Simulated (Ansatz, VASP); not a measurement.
## CaO (Lime): VASP beside Ansatz

Wanted: the spread between two codes on one cell, functional and k mesh.

Program: Ansatz 0.2.0. Level of theory: plane waves, with VASP 6.6.1 beside it; band structure at HSE06. Results are calculated unless marked as measured.

## (1) The structure

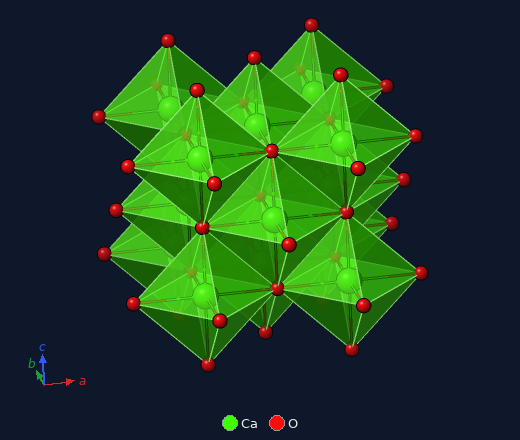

The cell as given, slightly off an axis (calcium green, oxygen red). This picture shows the conventional cell, with its axes. Some periodic images of atoms are drawn too.

As a file:

```cif
data_structure
_symmetry_space_group_name_H-M 'P 1'
_symmetry_Int_Tables_number 1
_cell_length_a 3.4033
_cell_length_b 3.4033
_cell_length_c 3.4033
_cell_angle_alpha 60.000
_cell_angle_beta 60.000
_cell_angle_gamma 60.000
_cell_volume 27.87
loop_
_atom_site_label
_atom_site_type_symbol
_atom_site_fract_x
_atom_site_fract_y
_atom_site_fract_z
_atom_site_occupancy
Ca1 Ca 0.00000 0.00000 0.00000 1
O2 O 0.50000 0.50000 0.50000 1
```

## (2) Ansatz: band structure, HSE06

Ansatz runs on its default PAW (the set named soft_2) files.

Levels along a path test the potential and the projectors away from the mesh points.

input.yaml reads:

```yaml
crystal:
  lattice:
    - [0.0, 2.4065, 2.4065]
    - [2.4065, 0.0, 2.4065]
    - [2.4065, 2.4065, 0.0]
  atoms:
    - { symbol: Ca, position: [0.0, 0.0, 0.0] }
    - { symbol: O, position: [0.5, 0.5, 0.5] }
hamiltonian:
  xc: { exchange: pbe, correlation: pbe, exx: { coeff: 0.25, omega: 0.2 } }
  pseudopotentials: { kind: paw }
kpoints:
  mp_grid: { grid: [5, 5, 5] }
  band_path:
    path:
      - [0.0, 0.0, 0.0]
      - [0.5, 0.0, 0.5]
      - [0.5, 0.22222, 0.72222]
      - [0.40278, 0.34722, 0.75]
      - [0.125, 0.125, 0.25]
      - [0.27778, 0.27778, 0.27778]
      - [0.55556, 0.38889, 0.55556]
      - [0.58333, 0.25, 0.66667]
      - [0.5, 0.30556, 0.69444]
      - [0.48611, 0.48611, 0.52778]
      - [0.625, 0.25, 0.625]
      - [0.5, 0.0, 0.5]
    npoints: 1
scf:
  occupations: { method: gaussian, width: 0.03 }
  n_extra_bands: 7
output:
  forces: true
  stress: true
  eigenvalues: true
```

Started as:

```sh
$ ansatz run input.yaml --threads 4 --pin off --max-ram 9216MiB --backend cpu --events-out ev --progress --plain --runs-dir out
```

Numbers of over 12 decimals in the logs are rounded to 6 here.

Output:

```text
Warning: output.stress: scf.convergence.dr2_threshold = 1e-7 eV (the SCF's general default) is looser than the 2e-10 eV advised for a printed stress (1e-10 eV for each atom of the cell: 2). What an SCF threshold leaves in a stress goes as its square root, and in the free energy as the threshold itself, and one threshold admits the most on a small cell: [figures from the program's tests cut] Set scf.convergence.dr2_threshold to 2e-10 eV or tighter. The threshold is an SCF's pass mark: one that does not reach it within its budget of iterations ends unconverged, or closes short of it on a stop that the run arms, and scf.convergence.dr2_threshold's page says what that costs each kind of run
Warning: output.stress: scf.exx.energy_threshold = 1e-6 eV is looser than the 2e-8 eV advised for a stress under a hybrid functional (1e-8 eV for each atom of the cell: 2). Every SCF of the exchange loop can meet its threshold on dr2 while the loop round them stops early: no threshold on dr2 bounds what that leaves in the stress. Set scf.exx.energy_threshold to 2e-8 eV or tighter. The threshold is the loop's pass mark: a loop that does not reach it within its budget of cycles ends unconverged, and scf.exx.energy_threshold's page has the law
scf.n_extra_bands = 7 over 8 filled bands (N_el = 16.0): the run solves 15 bands
Engine: ansatz 0.2.0, aarch64-unknown-linux-gnu
Pseudopotentials: kind: paw
Pseudopotential: Ca, paw, valence charge 10, recommended cutoff 420 eV (normal), Ca.paw.azcp
Pseudopotential: O, paw, valence charge 6, recommended cutoff 420 eV (normal), O.paw.azcp
Functional definition: unnamed
  parameter a_1 = 0.25
  parameter omega_1 = 0.2/angstrom
  exchange = pbe_x + (-a_1)*pbe_x_sr(omega_1) + a_1*exact_x_sr(omega_1)
  correlation = pbe_c
Crystal: 2 atoms, lattice volume = 27.873 Å³
Basis set: ecut = 420 eV, 537 PW (Γ), exchange–correlation on 48×48×48 points (8 copies of the dense FFT grid, shifted against one another)
Bands: 15, of which v1, the nominal top of the filled ones, is band 8 counted from 1 (7 counted from 0)
Symmetry: 48 space group operations
Space group: Fm-3m (ITA 225), of the structure as read, at distance tolerance 3.0e-5 Å
k-points: 10 of 125
Non-local potential: Ca, projectors of the file, l = 0: 3, l = 1: 2, l = 2: 2
Non-local potential: O, projectors of the file, l = 0: 2, l = 1: 2, l = 2: 1
PAW form: soft (Blöchl's): semilocal exchange-correlation on the pseudo side does not see the compensation charge
PAW frozen core: Ca, regenerated for the run's functional, and the local potential with it (the file was generated under x = pbe(κ = 0.804, μ = 0.219515), c = pbe(β = 0.066725))
PAW frozen core: O, regenerated for the run's functional, and the local potential with it (the file was generated under x = pbe(κ = 0.804, μ = 0.219515), c = pbe(β = 0.066725))
PAW one-centre angular grid: Ca, 110 points (default); XC on 64 Gauss nodes
PAW one-centre angular grid: O, 110 points (default); XC on 96 Gauss nodes
Initial density: superposition of atomic densities (neutral atoms: chi_scale 0, normalization atom), corrected by the library's trained network
Initial wavefunctions: pseudopotential atomic-orbital guess
Functional: x = pbe(κ = 0.804, μ = 0.219515), c = pbe(β = 0.066725), warm-up for x = pbe(κ = 0.804, μ = 0.219515) + 0.25 (exact − pbe) at short range (hse, ω = 0.2 Å⁻¹), c = pbe(β = 0.066725)
SCF iter   1: F=—  HF=-2387.721651 eV  |F-HF|=—  |Δ(HF+E_count)|=         —  Δρ=5.96e-4  dr2=4.84e-5  ethr=1.77e-3  ⟨swp⟩=2.0  Hψ=1048  notcnv=0
preconditioner: auto → none  [insulator: Δε(μ)=3.834 eV  Ē_g=19.953 eV  σ=0.030 eV  W_gap=1.00  n_scr=8 (ndim 8)  ℏωp=26.3 eV  f_vac=0.000  D(μ)=0.00/eV (n_scr^D=0)]
SCF iter   2: F=-2387.721861 eV  HF=-2387.721807 eV  |F-HF|=5.38e-5  |Δ(HF+E_count)|=   1.56e-4  Δρ=2.61e-4  dr2=8.66e-6  ethr=3.02e-7  ⟨swp⟩=3.5  Hψ=354  notcnv=0  defer=4
SCF 1 stopped early in 2 iterations: F = -2387.721861 eV  dr2 = 8.66e-6
  greatest PAW one-centre occupation: 0.995 electrons in one spin orbital (limit 2), on the Ca atom at site 0 (counted from 0), in its partial waves of l = 0
Initial density: handed on by an earlier stage of this run
Initial wavefunctions: those handed on with the density
Functional: x = pbe(κ = 0.804, μ = 0.219515) + 0.25 (exact − pbe) at short range (hse, ω = 0.2 Å⁻¹), c = pbe(β = 0.066725)
Exchange kernel: α = 0.2500, screened, ω = 0.2000 Å⁻¹, Wigner–Seitz truncation, v(0) = 1112.6024 eV·Å³, q-mesh 5×5×5, nearest image of the exchange supercell L = 17.02 Å, pair-density grid 15×15×15, without the augmentation charges, whose exchange is taken in its separable form by FFT convolution over the k-point mesh (sized by the pseudopotential files, 20×20×20 at the most), smooth part of the exact exchange by density-matrix convolution
Frozen-core exchange: fock
SCF iter   1: F=—  HF=-2388.318189 eV  |F-HF|=—  |Δ(HF+E_count)|=         —  Δρ=9.89e-3  dr2=4.49e-2  ethr=5.41e-7  ⟨swp⟩=6.3  Hψ=752  notcnv=0
preconditioner: auto → none  [insulator: Δε(μ)=5.746 eV  Ē_g=22.846 eV  σ=0.030 eV  W_gap=1.00  n_scr=8 (ndim 8)  ℏωp=26.3 eV  f_vac=0.000  D(μ)=0.00/eV (n_scr^D=0)]
SCF iter   2: F=—  HF=-2388.308081 eV  |F-HF|=—  |Δ(HF+E_count)|=   1.01e-2  Δρ=9.74e-3  dr2=1.85e-2  ethr=5.41e-7  ⟨swp⟩=4.8  Hψ=543  notcnv=0
SCF iter   3: F=—  HF=-2388.304124 eV  |F-HF|=—  |Δ(HF+E_count)|=   3.96e-3  Δρ=2.33e-3  dr2=1.74e-3  ethr=5.41e-7  ⟨swp⟩=4.1  Hψ=473  notcnv=0
SCF iter   4: F=—  HF=-2388.309310 eV  |F-HF|=—  |Δ(HF+E_count)|=   5.19e-3  Δρ=1.00e-3  dr2=3.94e-4  ethr=5.41e-7  ⟨swp⟩=4.0  Hψ=420  notcnv=0
iter 5 solved again at ethr=3.85e-8 eV; its pass at ethr=5.41e-7 eV (dr2=6.17e-6 eV) is discarded
SCF iter   5: F=—  HF=-2388.309197 eV  |F-HF|=—  |Δ(HF+E_count)|=   1.14e-4  Δρ=1.76e-4  dr2=8.94e-6  ethr=3.85e-8  ⟨swp⟩=2.0  Hψ=493  notcnv=0
SCF iter   6: F=-2388.309195 eV  HF=-2388.309196 eV  |F-HF|=8.62e-7  |Δ(HF+E_count)|=   5.13e-7  Δρ=2.96e-5  dr2=2.87e-6  ethr=3.85e-8  ⟨swp⟩=2.0  Hψ=231  notcnv=0
SCF 2 stopped early in 6 iterations: F = -2388.309195 eV  dr2 = 2.87e-6
  greatest PAW one-centre occupation: 0.996 electrons in one spin orbital (limit 2), on the Ca atom at site 0 (counted from 0), in its partial waves of l = 0
hybrid outer 1: dexx = +6.211e-3 eV, tail = 1.55e-5 eV
Exchange kernel: α = 0.2500, screened, ω = 0.2000 Å⁻¹, Wigner–Seitz truncation, v(0) = 1112.6024 eV·Å³, q-mesh 5×5×5, nearest image of the exchange supercell L = 17.02 Å, pair-density grid 15×15×15, without the augmentation charges, whose exchange is taken in its separable form by FFT convolution over the k-point mesh (sized by the pseudopotential files, 20×20×20 at the most), smooth part of the exact exchange by density-matrix convolution
Frozen-core exchange: fock
SCF iter   1: F=—  HF=-2388.309250 eV  |F-HF|=—  |Δ(HF+E_count)|=         —  Δρ=1.40e-4  dr2=2.79e-6  ethr=4.84e-7  ⟨swp⟩=4.1  Hψ=406  notcnv=0
preconditioner: auto → none  [insulator: Δε(μ)=5.531 eV  Ē_g=22.773 eV  σ=0.030 eV  W_gap=1.00  n_scr=8 (ndim 8)  ℏωp=26.3 eV  f_vac=0.000  D(μ)=0.00/eV (n_scr^D=0)]
SCF iter   2: F=—  HF=-2388.309249 eV  |F-HF|=—  |Δ(HF+E_count)|=   8.12e-7  Δρ=1.19e-5  dr2=3.08e-8  ethr=1.71e-8  ⟨swp⟩=3.0  Hψ=263  notcnv=0
SCF iter   3: F=—  HF=-2388.309250 eV  |F-HF|=—  |Δ(HF+E_count)|=   2.99e-7  Δρ=1.02e-5  dr2=1.54e-8  ethr=5.58e-11  ⟨swp⟩=4.1  Hψ=440  notcnv=0
SCF iter   4: F=-2388.309250 eV  HF=-2388.309250 eV  |F-HF|=1.14e-11  |Δ(HF+E_count)|=   3.75e-9  Δρ=3.06e-7  dr2=2.08e-10  ethr=5.58e-11  ⟨swp⟩=3.0  Hψ=270  notcnv=0
SCF 3 converged in 4 iterations: F = -2388.309250 eV  dr2 = 2.08e-10
  Residual-converged pass: ⟨swp⟩=2.0  Hψ=230  notcnv=0  max |occ|·‖R‖ = 1.6e-6 eV (tolerance 2.4e-6 eV)  dr2=2.08e-10  dr2_onsite=1.52e-11  max |Δocc| = 0.0e0
hybrid outer 2: dexx = +3.648e-7 eV, tail = 3.86e-9 eV, Δε = 1.26e-3 eV (about 2.40e-5 eV left of the loop's levels)
NSCF: frozen V_eff on 12 k-points
hybrid SCF converged: 2 outer / 10 inner (+2 warm-up), last move |dexx| = 3.65e-7 eV, tail = 3.86e-9 eV
Stability not checked: this state was not tested for a lower state beside it, because the functional holds exact exchange (a hybrid, or Hartree-Fock), whose exchange loop this test does not read (fock_operator; see scf.lower_state_search)
Free energy (F): -2388.309250 eV
Frozen-core exchange: fock
Harris-Foulkes:  -2388.309250 eV  (|F-HF|=1.14e-11)
Internal energy: -2388.309250 eV  (E = F + TS)
E sigma→0 (E₀):  -2388.309250 eV
Fermi energy:    9.338786 eV
--- Per-component energies (eV) ---
  E_band       = -134.063669
  E_kinetic    = 456.983449
  E_local      = -892.740616  (includes V_loc(G=0)·N_el)
  E_nonlocal   = 109.936637
  E_hartree    = 296.477796
  E_xc         = -170.370335
  E_vxc        = -212.676630  (∫ρ·V_xc dr)
  E_exx        = -48.544655  (= α·E_x^exact, valence–valence)
  E_paw        = -1011.495102  (= ΣΔE_a)
  E_vpaw       = -91.435003  (= ΣTr[D̂ρ^β])
  E_aug_tail   = 0.002409  (compensation charges beyond the density's cutoff)
  E_ewald      = -1128.379897
  E_core_change = -0.178936  (= ΣΔE_core)
  E_smearing   = -0.000000  (= −TS)
  E_closure    = 0.000000  (closes the sum)
  Σ components = -2388.309250   (vs F -2388.309250, Δ=0.00e0)
--- Forces (eV/Å), atoms counted from 1 ---
  atom   1  Ca    -0.00000000     0.00000000     0.00000000
  atom   2  O      0.00000000     0.00000000     0.00000000
  max |Σ_I F_I| component: 1.54e-29 eV/Å
--- Stress (GPa, compression-positive) ---
       -1.046172       0.000000      -0.000000
       -0.000000      -1.046172      -0.000000
        0.000000      -0.000000      -1.046172
  P = ⅓ Tr σ = -1.0462 GPa (-10.462 kbar)
--- Band table (eV; the first three rows and the last of 10) ---
  k-point 0: bands = [... 4 lower, -10.4440, 6.5722, 6.5722, 6.5722, 12.8039, 14.7783, 14.7783, 14.7783, ... 3 higher]
  k-point 1: bands = [... 4 lower, -9.8693, 5.4044, 6.0933, 6.0933, 14.3286, 14.7399, 15.4828, 15.4828, ... 3 higher]
  k-point 2: bands = [... 4 lower, -9.1777, 3.9925, 5.4334, 5.4334, 15.3210, 16.4339, 16.8788, 16.8788, ... 3 higher]
  k-point 9: bands = [... 4 lower, -9.6479, 4.8578, 5.4682, 5.6149, 14.0433, 15.7670, 17.2080, 18.1055, ... 3 higher]
```

It took 10 s on 4 threads of Arm Neoverse V1, shared host; peak memory 0.52 GiB; 36 s of CPU time.

Reading the cycles: dr2 is the Hartree energy of the density residual (eV), the measure of convergence; HF is the Harris–Foulkes estimate of the energy, which meets the free energy F at convergence.

## (3) VASP: band structure, HSE06

The same cell, functional, mesh and smearing now go to VASP, with its own data sets and cutoff.

Lines of VASP's logs that name or quote its potential files are left out, and so is its time.

INCAR reads:

```
SYSTEM = CaO
PREC = Accurate
ENCUT = 460
EDIFF = 1E-06
NELM = 100
ISMEAR = 0
SIGMA = 0.03
LREAL = .FALSE.
ALGO = Normal
LHFCALC = .TRUE.
AEXX = 0.25
GGA = PE
HFSCREEN = 0.2
LASPH = .TRUE.
NBANDS = 14
PRECFOCK = Fast
LORBIT = 11
LWAVE = .FALSE.
LCHARG = .FALSE.
KPAR = 4
```

POSCAR reads:

```
CaO
1.0
    0.0000000000      2.4065000000      2.4065000000
    2.4065000000      0.0000000000      2.4065000000
    2.4065000000      2.4065000000      0.0000000000
Ca O
1 1
Direct
    0.0000000000      0.0000000000      0.0000000000
    0.5000000000      0.5000000000      0.5000000000
```

KPOINTS reads:

```
Automatic mesh
0
Gamma
5 5 5
0 0 0
```

KPOINTS_OPT reads:

```
Line mode
10
Line-mode
Reciprocal
  0.00000000   0.00000000   0.00000000 GAMMA
  0.50000000   0.00000000   0.50000000 X

  0.50000000   0.00000000   0.50000000 X
  0.50000000   0.25000000   0.75000000 W

  0.50000000   0.25000000   0.75000000 W
  0.37500000   0.37500000   0.75000000 K

  0.37500000   0.37500000   0.75000000 K
  0.00000000   0.00000000   0.00000000 GAMMA

  0.00000000   0.00000000   0.00000000 GAMMA
  0.50000000   0.50000000   0.50000000 L

  0.50000000   0.50000000   0.50000000 L
  0.62500000   0.25000000   0.62500000 U

  0.62500000   0.25000000   0.62500000 U
  0.50000000   0.25000000   0.75000000 W

  0.50000000   0.25000000   0.75000000 W
  0.50000000   0.50000000   0.50000000 L

  0.50000000   0.50000000   0.50000000 L
  0.37500000   0.37500000   0.75000000 K

  0.62500000   0.25000000   0.62500000 U
  0.50000000   0.00000000   0.50000000 X
```

PAW data sets: Ca_sv and O (PBE family, release 64).

Started as:

```sh
$ mpirun -np 4 vasp_std
```

Output:

```text
[banner, memory and clock lines left out]
running    4 mpi-ranks, on    1 nodes
 distrk:  each k-point on    1 cores,    4 groups
 distr:  one band on    1 cores,    1 groups

 POSCAR found type information on POSCAR CaO
 POSCAR found :  2 types and       2 ions
 LDA part: xc-table for (Slater+PW92), standard interpolation
 found WAVECAR, reading the header
 POSCAR, INCAR and KPOINTS ok, starting setup
 FFT: planning ... GRIDC
 FFT: planning ... GRID_SOFT
 FFT: planning ... GRID
 reading WAVECAR
 the WAVECAR file was read successfully
 initial charge from wavefunction
 entering main loop
       N       E                     dE             d eps       ncg     rms          rms(c)
DAV:   1    -0.149385003248E+02   -0.14939E+02   -0.50244E-01   296   0.886E+00    0.118E+00
DAV:   2    -0.149020560150E+02    0.36444E-01   -0.93258E-02   304   0.351E+00    0.422E-01
DAV:   3    -0.149047105900E+02   -0.26546E-02   -0.20704E-02   312   0.113E+00    0.401E-01
DAV:   4    -0.149033973886E+02    0.13132E-02   -0.21085E-03   306   0.537E-01    0.191E-01
DAV:   5    -0.149031587527E+02    0.23864E-03   -0.97594E-04   310   0.289E-01    0.802E-02
DAV:   6    -0.149030727540E+02    0.85999E-04   -0.36600E-05   336   0.816E-02    0.475E-02
DAV:   7    -0.149030445251E+02    0.28229E-04   -0.23937E-05   320   0.498E-02    0.313E-02
DAV:   8    -0.149030390824E+02    0.54427E-05   -0.54054E-06   328   0.257E-02    0.188E-02
DAV:   9    -0.149030373840E+02    0.16984E-05   -0.24200E-06   280   0.161E-02    0.101E-02
DAV:  10    -0.149030372679E+02    0.11609E-06   -0.50706E-07   140   0.803E-03
   1 F= -.14903037E+02 E0= -.14903037E+02  d E =-.970545E-19
 Start KPOINTS_OPT (optional k-point list driver)
k-point batch [1-10\100]
       N       E                     dE             ncg
DAV:   1    -0.661224652161E+03   -0.39870E+04      280
DAV:   2    -0.206510958898E+04   -0.14039E+04      352
DAV:   3    -0.215194855645E+04   -0.86839E+02      310
DAV:   4    -0.215428531590E+04   -0.23368E+01      418
DAV:   5    -0.215432852530E+04   -0.43209E-01      348
DAV:   6    -0.215432925586E+04   -0.73056E-03      406
DAV:   7    -0.215432927476E+04   -0.18902E-04      282
DAV:   8    -0.215432927527E+04   -0.50351E-06      214
[...]
k-point batch [91-100\100]
       N       E                     dE             ncg
DAV:   1    -0.780935061139E+03   -0.71985E+04      280
DAV:   2    -0.210722711217E+04   -0.13263E+04      328
DAV:   3    -0.218053902247E+04   -0.73312E+02      340
DAV:   4    -0.218288616210E+04   -0.23471E+01      450
DAV:   5    -0.218294570528E+04   -0.59543E-01      402
DAV:   6    -0.218294715702E+04   -0.14517E-02      470
DAV:   7    -0.218294722557E+04   -0.68549E-04      422
DAV:   8    -0.218294722713E+04   -0.15635E-05      356
DAV:   9    -0.218294722724E+04   -0.10791E-06      296
```

(Continued in part 2 of 2.)

[Lines on the potential files, build, host, timing and source positions are cut from VASP's logs without a mark.]

[Logs are printed without paths, hosts, clocks, repeated set-up lines and the standing remarks that a program may print on its own settings, such as how far it seeks lower states.]

[Hosts, paths, dates, database ids (printed as entryN), source tags and the programs' standing remarks are cut or masked in the printed files.]
